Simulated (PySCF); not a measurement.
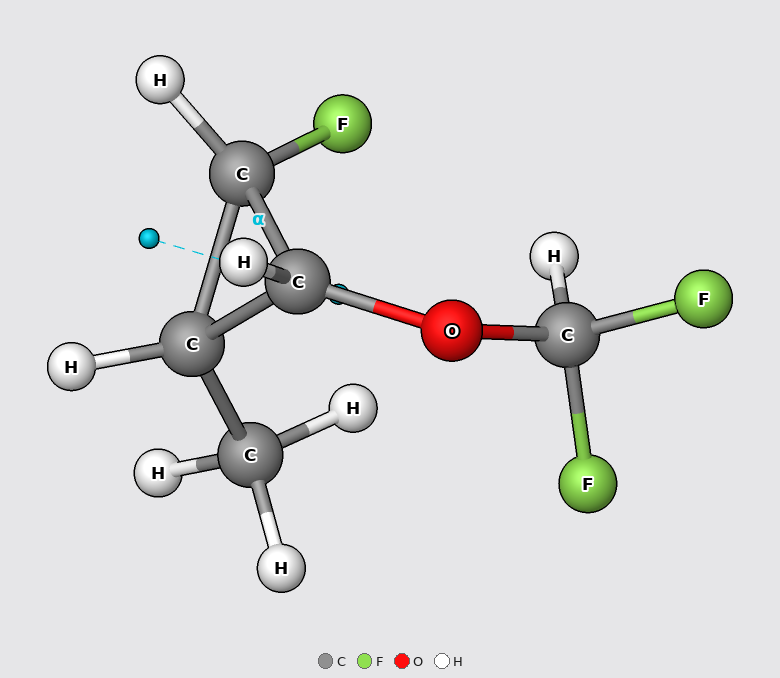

The small points mark where nucleus-independent chemical shifts (NICS) were computed: at the centre of each lettered ring and 1 Å above and below it. Geometry: an end point of a reaction path computed with GFN2-xTB. Level of theory: GIAO PBE0/pcSseg-1 NMR shielding, non-relativistic, gas phase (PySCF 2.14.0).

Give NICS(0), NICS(1) and the out-of-plane component NICS(1)zz for each ring (means of the two sides).

| ring | members | NICS(0) | NICS(1) | NICS(1)zz |
| --- | --- | --- | --- | --- |
| α | C3 | −31.3 | −7.0 | −15.8 |

Values in ppm.
